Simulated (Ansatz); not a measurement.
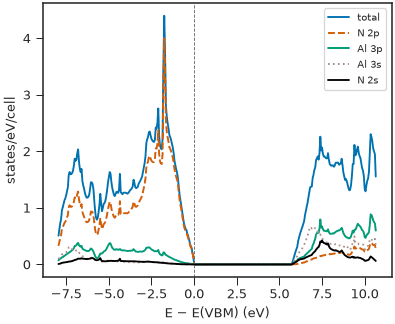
*Total and projected density of states of AlN (NiAs type, space group No. 194), DFT-r²SCAN in the program Ansatz with PAW potentials*

### Question
Which orbitals carry the states next to the gap?

### Answer
Top 1 eV of the valence band: N 2p 93 %. Bottom 1 eV of the conduction band: Al 3s 45 %, Al 3p 20 %, N 2s 15 %, outside the projected shells 16 %. Projections are on Löwdin-orthogonalised atomic valence shells; empty p or d shells of many metals are not among them.

### Question
Where is the tallest occupied peak in this window, and what makes it?

### Answer
Near -1.8 eV, about 4.4 states/eV per cell; the largest projected share is N 2p.

Space group P6_3/mmc (NiAs type). A made-up cell: these elements were put on the sites of a structure type; the Crystallography Open Database copy checked does not list it. It is not the phase usual at ambient conditions (space group No. 186, 216). The cell was relaxed with r²SCAN under the symmetry of its start; its stability against distortions is not shown here.

Potentials: the later of the program's two PAW sets.
